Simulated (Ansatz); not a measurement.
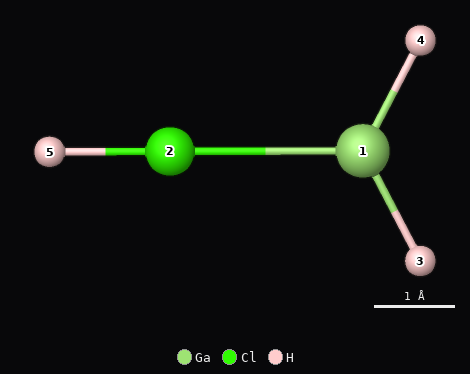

*The structure (ball-and-stick view, seen on its broad side; atoms are numbered from 1 in the order of the input). Sticks mark near contacts.*

GaH₃Cl: frequency calculation

- system: GaH₃Cl, multiplicity 2
- method: UKS PBE0-D4/def2-SVP (Ansatz 0.2.0)

It belongs to a series of runs on one base structure; here: vibrations at the highest image of the band. Figures and captions count atoms from 1; the log counts them from 0 in places.

The input
```yaml
crystal:
  periodic: [false, false, false]
  atoms:
    - { symbol: Ga, position_ang: [-0.000327, 5.8e-05, 0.027426] }
    - { symbol: Cl, position_ang: [-0.000206, 1.9e-05, 2.463427] }
    - { symbol: H, position_ang: [1.402972, 7.0e-06, -0.697126] }
    - { symbol: H, position_ang: [-1.40297, 1.9e-05, -0.698417] }
    - { symbol: H, position_ang: [0.000532, -0.000102, 3.984689] }
magnetization:
  spin_polarized: true
  initial_magnetization: 1
basis:
  gaussian: { orbitals: def2-SVP }
hamiltonian:
  xc: pbe0
  dispersion: d4
phonons: {}
```

Machine: 1 thread of AMD EPYC (Zen 3), 192 GiB of memory available, shared host.

Launched with:
```bash
ansatz run input.yaml --threads 1 --pin off --max-ram 2048MiB --backend cpu --events-out ev --progress --plain --runs-dir out
```

What the program printed
```
Engine: ansatz 0.2.0, x86_64-unknown-linux-gnu
Functional definition: PBE0
  parameter a = 0.25
  parameter kappa = 0.804
  parameter beta = 0.06672455060314922
  exchange = (1 - a)*pbe_x(kappa = kappa, mu = beta*pi^2/3) + a*exact_x
  correlation = pbe_c(beta = beta)
677 factors; integrals over basis functions are off by at most 3.7e-4 eV
mean field evaluation 1: about -64924.8437 eV, gradient 1.3e1 eV
mean field evaluation 2: about -64924.9993 eV, gradient 1.5e1 eV
mean field evaluation 4: about -64925.5159 eV, gradient 4.7e-1 eV
mean field evaluation 8: about -64925.5247 eV, gradient 2.4e-2 eV
mean field evaluation 16: about -64925.5247 eV, gradient 1.6e-5 eV
mean field -64925.52468725 eV, -2385.9690241552 hartree, gradient 1.6e-5 eV, S^2 0.761448; 2 other end points of the search recorded, 0 dependent functions left out
the calculation of the forces begins
reference -64925.52472009 eV, -2385.9690253621 hartree; 26, 25 occupied and 39, 40 virtual orbitals, 677 factors
these checks for a lower state are left out or cut short: stability, starts, cluster_reference, orbital_swaps, neighbouring_geometries, increment
677 factors; integrals over basis functions are off by at most 3.7e-4 eV
mean field -64925.52461786 eV, -2385.9690216051 hartree, gradient 1.5e-6 eV, S^2 0.761448; 0 other end points of the search recorded, 0 dependent functions left out
[... from here on the field's lines of each further geometry are left out, up to the last ...]
the calculation of the forces begins
reference -64925.52471965 eV, -2385.9690253460 hartree; 26, 25 occupied and 39, 40 virtual orbitals, 677 factors
these checks for a lower state are left out or cut short: stability, starts, cluster_reference, orbital_swaps, neighbouring_geometries, increment
677 factors; integrals over basis functions are off by at most 3.7e-4 eV
mean field -64925.52467685 eV, -2385.9690237730 hartree, gradient 1.1e-6 eV, S^2 0.761381; 0 other end points of the search recorded, 0 dependent functions left out
the calculation of the forces begins
reference -64925.52470968 eV, -2385.9690249794 hartree; 26, 25 occupied and 39, 40 virtual orbitals, 677 factors
WARN: phonons: modes at or below zero, which the zero-point energy, F, S and C_V leave out: 2, the lowest at -520.15 cm⁻¹. A minimum has none, and a first-order saddle one
Total energy: -64925.58539834 eV, -2385.9712552465 hartree
Atom 0 at    -0.000327     0.000058     0.027426 Å, force     0.000399     0.000036    -0.003430 eV/Å
Atom 1 at    -0.000206     0.000019     2.463427 Å, force    -0.000221     0.000053    -0.000860 eV/Å
Atom 2 at     1.402972     0.000007    -0.697126 Å, force    -0.002951    -0.000024     0.001747 eV/Å
Atom 3 at    -1.402970     0.000019    -0.698417 Å, force     0.002796    -0.000024     0.002118 eV/Å
Atom 4 at     0.000532    -0.000102     3.984689 Å, force    -0.000022    -0.000041     0.000425 eV/Å
Dipole moment:    -0.000063     0.000004    -0.204627 e Å
Vibrations: -520.15 -343.46 211.29 376.81 491.58 591.46 890.56 1897.07 1944.30 cm⁻¹, zero-point energy 0.396940 eV
```

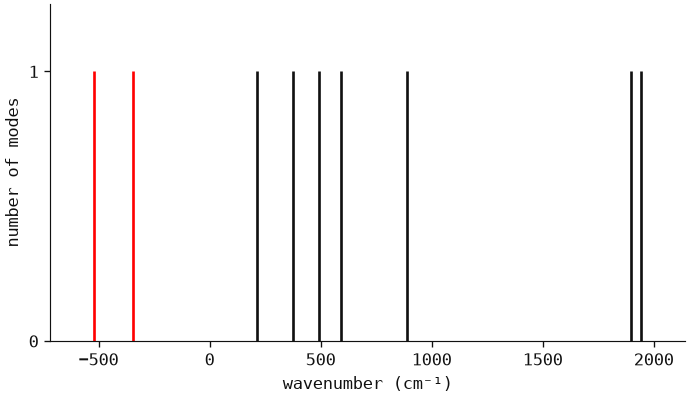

*Harmonic vibrational wavenumbers from the force constants; neighbouring modes closer than 11 cm⁻¹ are counted in one stick, and imaginary ones are drawn at negative wavenumbers.*

9 modes from 520i to 1944 cm⁻¹, 2 imaginary beyond 8i (520i, 343i cm⁻¹): not a minimum.

Summary

- outcome: converged
- total energy: −64925.5854 eV
- mean-field energy: −64925.5247 eV
- ⟨S²⟩: 0.761
- largest force (length of the vector): 0.004 eV/Å
- wall time: 74 s
- peak memory: 0.18 GiB
